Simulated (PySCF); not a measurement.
## A study: Ge2H6, SMILES `[GeH3][GeH3]`

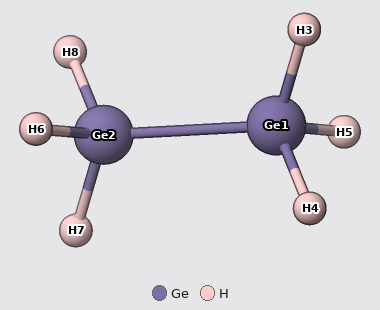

The molecule, with its atoms numbered as below. No frequency check shows the geometry to be a minimum.

Geometry (Å), atoms numbered from 1:

```
Ge1     -1.1816    0.0001   -0.0001
Ge2      1.1815    0.0000    0.0000
H3      -1.7715    1.0928   -0.8373
H4      -1.7694   -1.2749   -0.5263
H5      -1.7716    0.1788    1.3649
H6       1.7715   -0.1851   -1.3640
H7       1.7714   -1.0888    0.8424
H8       1.7715    1.2738    0.5219
```

## 1. Bonding charge

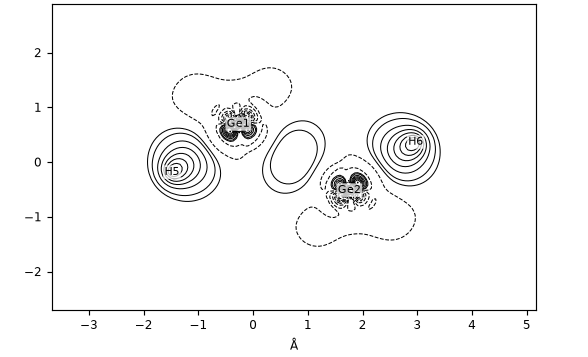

Deformation density (molecule less spherical, spin-averaged free atoms) in the plane of Ge1, Ge2, H5 and H6; contours at ±0.05 to ±0.8 e/Å³; solid lines: gain, dashed lines: loss.

PySCF calculation, BLYP/def2-TZVP, gas phase; geometry: GFN2-xTB.

Question: How much density has each bond in this plane gained at its critical point, relative to the free atoms?

Answer: Ge2–H6 and Ge1–H5: +0.25 e/Å³ at the bond critical point (bond length 1.50 Å, Mayer order 0.9). Ge1–Ge2: +0.20 e/Å³ at the bond critical point (bond length 2.36 Å, Mayer order 1.0). In all, 1.6 electrons gather in the regions of gain relative to the promolecule.

Question: Where do the Hirshfeld charges lie?

Answer: The highest Hirshfeld charge is on Ge1 and Ge2 (+0.21 e), the lowest on H3, H4, H5, H6, H7 and H8 (−0.07 e).

## 2. Bond critical points

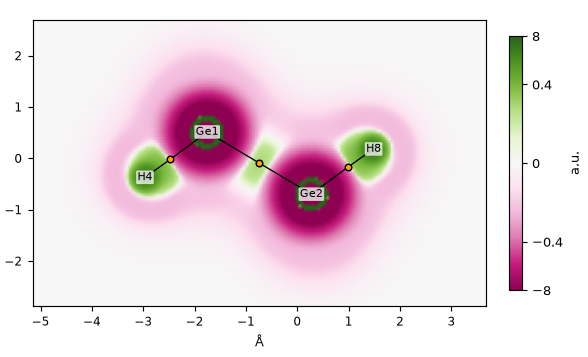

Negative Laplacian of the density (−∇²ρ) in the plane of Ge1, Ge2, H4 and H8 (green positive, pink negative, colour scale in a.u., logarithmic beyond ±0.04), with bond paths and bond critical points (dots).

Question: At which bond critical points in this plane is charge locally concentrated, and at which depleted?

Answer: Concentrated (∇²ρ < 0): Ge1–Ge2 (−0.09 a.u.). Depleted (∇²ρ > 0): Ge2–H8 and Ge1–H4 (+0.09 a.u., H = −0.081).

Question: Where along Ge2–H8 does the critical point lie?

Answer: 0.90 Å from Ge2 and 0.60 Å from H8.

## 3. Electrostatic potential

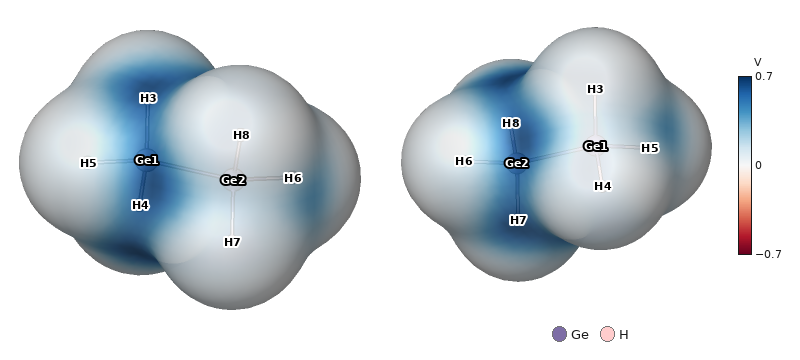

Electrostatic potential on the surface of electron density 0.001 a.u. (back view left, front view right).

Question: Where are the extremes of the potential on the surface?

Answer: Highest: 0.67 V, about equally far (2.2 Å) from Ge1, H3 and H5, and at like points elsewhere. Lowest: 0.00 V, 1.5 Å from H8, and at like points elsewhere. The surface is sampled at points, so like sites can differ by a few per cent and only the strongest of them is named.

Question: What volume does the surface enclose, and what is the dipole moment?

Answer: About 111 Å³; the dipole moment is 0.0 D.

## 4. Excited states

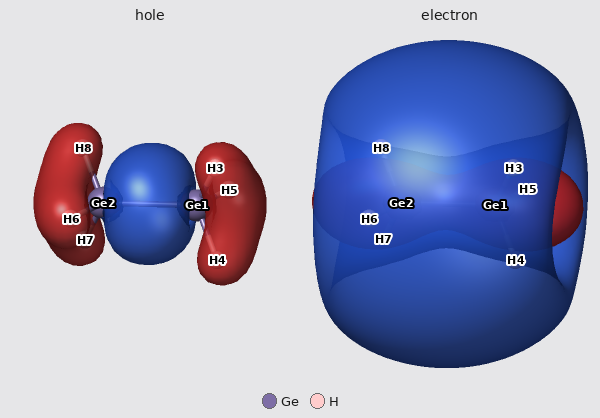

Leading natural transition orbital pair of S₃ (TDA singlet states); the surfaces enclose about 85 % of each orbital's density.

PySCF calculation, ωB97X/def2-SVPD, gas phase; geometry: GFN2-xTB.

Question: Where does the state lie, and where do hole and electron sit?

Answer: 8.21 eV (151 nm), f = 0.000 (very weak), diffuse (Rydberg-like) orbital; the leading pair carries 99 %; hole on Ge1 and Ge2 (38 % each), electron on Ge1 and Ge2 (30 % each) and H3, H4, H5, H6, H7 and H8 (7 % each) (atom shares of so diffuse an orbital are rough); their centroids lie 0.0 Å apart; S₁ and S₂ lie within 0.1 eV of it. In canonical orbitals it is mainly HOMO → LUMO+1 (96 %). The HOMO–LUMO gap is 12.63 eV.

## 5. In an electric field

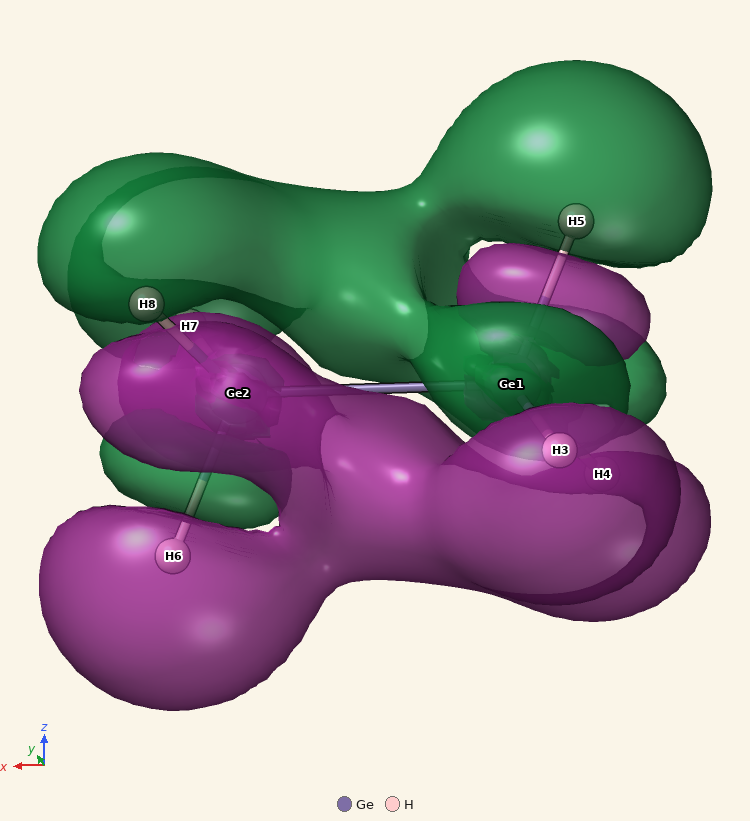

Change of the electron density in a uniform field of 0.41 V/Å, surfaces at ±0.0015 e/Å³ (green: gain, purple: loss).

PySCF calculation, B3LYP/def2-SVPD, gas phase; geometry: GFN2-xTB.

The field was applied in both directions; the picture shows the one opposite to the script's first.

Question: Along which Cartesian direction does the field point?

Answer: Along −z: electrons gather on the +z side, against the field.

Question: What dipole is induced, and what polarisability does it imply?

Answer: The induced dipole is 1.20 D (along the field); α along this axis, from the fields in both directions, is 59 bohr³ (8.8 Å³).

## 6. Removing or adding an electron

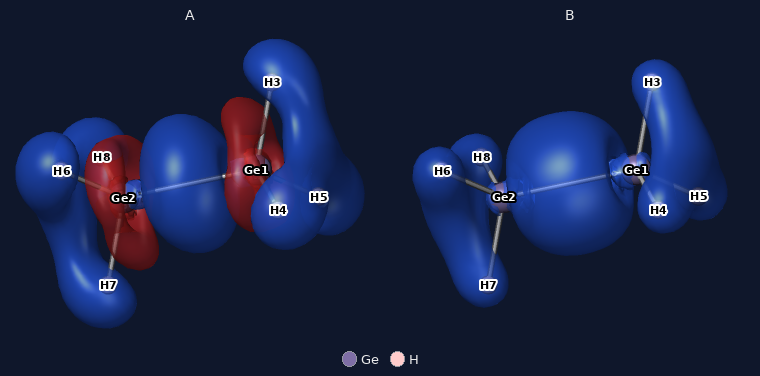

The Fukui function f⁻ from two separate SCF calculations and the density of the HOMO, at ±0.02 e/Å³ (blue positive, red negative).

Level of theory: ωB97X/def2-SVPD (PySCF), at a geometry from GFN2-xTB.

Question: Which panel is which, and how good is the frozen-orbital picture?

Answer: A is f⁻ (it has negative regions), B the HOMO density. The HOMO lies on Ge1 and Ge2 (37 % each); f⁻ (Hirshfeld-condensed) is largest on Ge1 and Ge2 (0.25 each); the vertical ionisation energy is 10.76 eV. Relaxation shifts 24 % of the electron between atoms. The orbital energy is −10.81 eV.

## 7. Stretching a bond

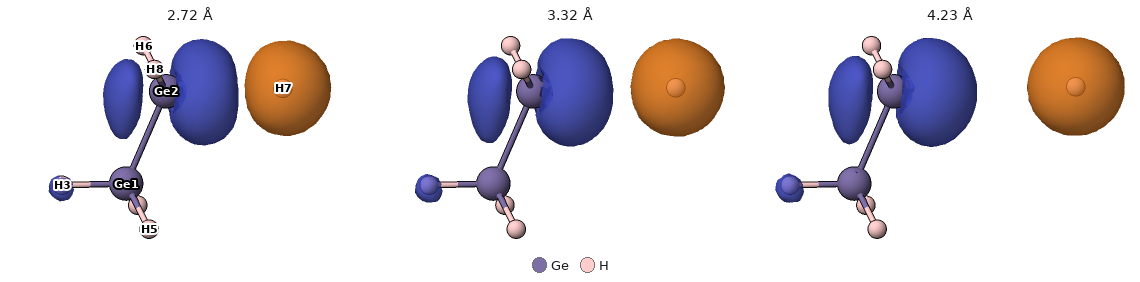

Rigid stretch of the Ge2–H7 bond. Broken-symmetry UHF spin density at ±0.03 e/Å³ (orange: α, blue: β).

PySCF calculation, def2-SVP basis, gas phase; geometry: GFN2-xTB.

Question: How does the broken-symmetry solution share the spin, and how far is it from a pure singlet?

Answer: At 4.23 Å excess α spin lies mostly on H7 and excess β on Ge2; the two could be swapped at no cost. ⟨S²⟩ is 0.77 at 2.72 Å, 0.95 at 3.32 Å and 1.00 at 4.23 Å, against 0 for a pure singlet and 1 for an equal mix of singlet and triplet.

Question: Where does the UHF solution part from RHF?

Answer: Between 2.04 Å (⟨S²⟩ = 0, the two coincide) and 2.34 Å (⟨S²⟩ = 0.37); at 4.23 Å ⟨S²⟩ is 1.00 and UHF lies 3.6 eV below RHF.

Question: How much energy does the stretch cost?

Answer: By CASSCF, 3.3 eV from the lowest point of the scan (1.51 Å) to 4.23 Å; RHF gives 6.4 eV from its own lowest point. The fragments aren't relaxed and dynamic correlation is missing, so this isn't a bond dissociation energy.
